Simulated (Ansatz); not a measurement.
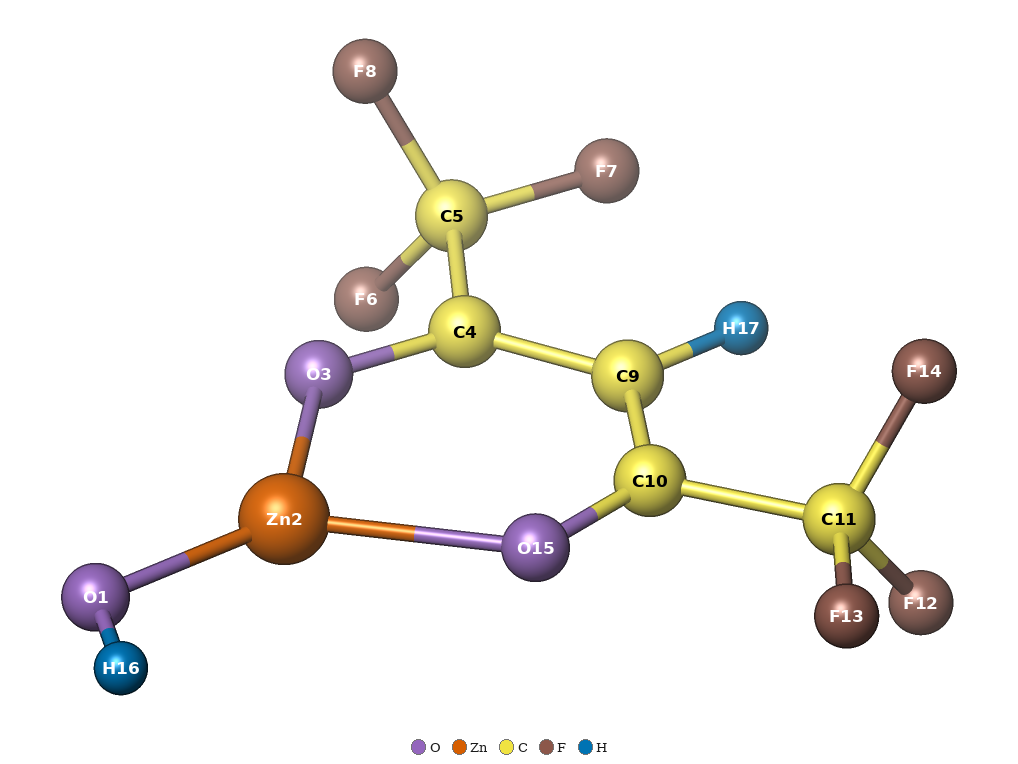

Atoms fade into the background with distance from the viewer. The geometry was computed by an optimisation with PBE0-D4/def2-TZVP. No frequency run is at hand to confirm it as a minimum.

Q: What is the conformation of the ring Zn2–O3–C4–C9–C10–O15?

A: It is planar. The Cremer–Pople amplitude Q is 0.00 Å.

Q: Give the torsion angles round the ring, beginning with the bond from its second to its third atom.

A: 0°, 0°, 0°, 0°, 0°, 0°.
